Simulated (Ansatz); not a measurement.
Ti$_{2}$SnS (4 atoms in the cell, total charge −6), run with Ansatz.

```
crystal:
  lattice:
    - [3.1837120501, 0.0, 0.0]
    - [-1.5918560251, 2.7571755137, 0.0]
    - [0.0, 0.0, 10.1122388535]
  atoms:
    - { symbol: Ti, position: [0.0, 0.0, 0.2183698939] }
    - { symbol: Ti, position: [0.0, 0.0, 0.7816301061] }
    - { symbol: Sn, position: [0.0, 0.0, 0.5] }
    - { symbol: S, position: [0.0, 0.0, 0.0] }
basis:
  ecutwfc: 420
kpoints:
  mp_grid: { grid: [18, 18, 6] }
hamiltonian:
  xc: pbe
scf:
  occupations: { method: gaussian, width: 0.1 }
  max_iter: 100
output:
  forces: true
  eigenvalues: true
  stress: true
total_charge: -6
```

Run as:
```bash
ansatz run input.yaml --threads 1 --pin off --max-ram 2560MiB --backend cpu --events-out ev --progress --plain --runs-dir out
```

How does the iteration go?

Answer. Converged, in 12 iterations. The residual falls at every step. From the first spectrum the program read the system as a metal and chose the Kerker preconditioner. The input holds a fault (a charge that the system can't hold). The SCF closed all the same, which doesn't make the results meaningful for the real system.

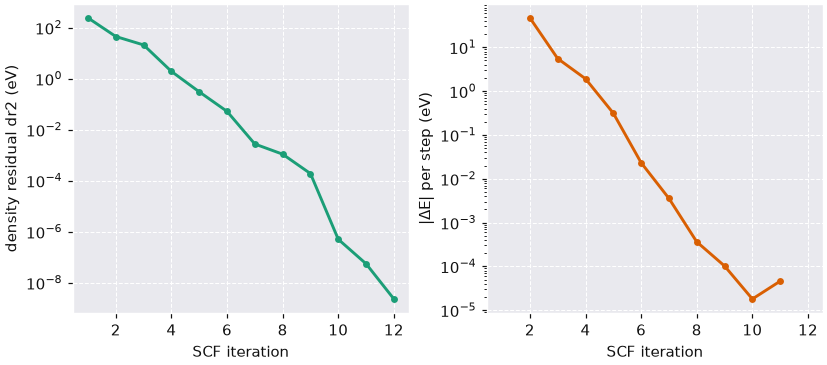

SCF iterations of a calculation: density residual dr2, step-to-step change of the Harris–Foulkes energy. Energy differences below 3 × 10⁻⁶ eV aren't drawn. The starting density is a sum of atomic densities corrected by a trained network.
